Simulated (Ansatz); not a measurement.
CHAuSi (SMILES [CH]1=[Si+][Au-]1)

Input file:

```
crystal:
  periodic: [false, false, false]
  atoms:
    - {symbol: C, position_ang: [-0.817414, -1.592604, 3.141787]}
    - {symbol: Au, position_ang: [-0.424275, -1.514803, 1.125873]}
    - {symbol: Si, position_ang: [-2.283459, -0.809505, 2.734984]}
    - {symbol: H, position_ang: [-0.039072, -2.061323, 3.748675]}
basis:
  gaussian: {orbitals: def2-TZVPD}
hamiltonian: {xc: pbe0}
output: {forces: true, orbitals: {seedname: orbitals}}
```

Run with:

```sh
ansatz run input.yaml --threads 1 --pin off --max-ram 2610MiB --events-out events.jsonl --progress --plain --runs-dir runs
```

Geometry: PBE0-D3(BJ)/def2-SVP; core potentials replace the inner electrons of Au.

Method: isolated molecule in a Gaussian basis; Kohn-Sham density functional theory, functional PBE0 (Ansatz 0.2.0).

Q: Predict the electron density and electron localisation function between the atoms.

A: C–Si (1.71 Å): the density is about 1.1 e/Å³ at the midpoint; the ELF peaks at about 0.90 between the atoms (localised, covalent bonding).
C–Au (2.06 Å): ρ at the midpoint is about 0.95 e/Å³, with its minimum of 0.84 e/Å³ about 0.9 Å from C; the ELF peaks at about 0.70 in the valence shell of C, 0.6 Å from its nucleus, and is about 0.35 at the midpoint.
Si–Au (2.56 Å): the density is about 0.44 e/Å³ at the midpoint, with its minimum of 0.38 e/Å³ about 1.0 Å from Si; the ELF is about 0.35 at the midpoint.
C–H (1.09 Å): ρ at the midpoint is about 2 e/Å³; the ELF climbs to about 1 towards the hydrogen, as it does in any bond to H; an ordinary covalent bond to hydrogen.

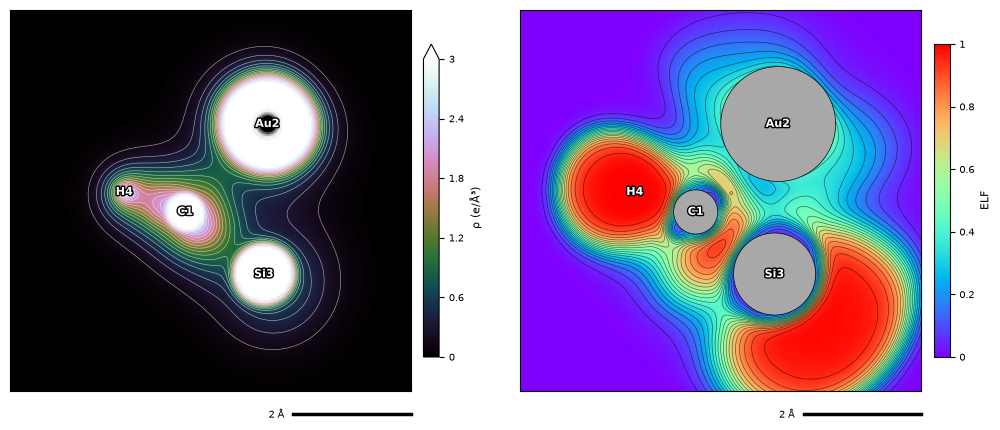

Computed electron density and electron localisation function on the molecular plane, in this order. Grey discs cover the atomic cores in the ELF map. 
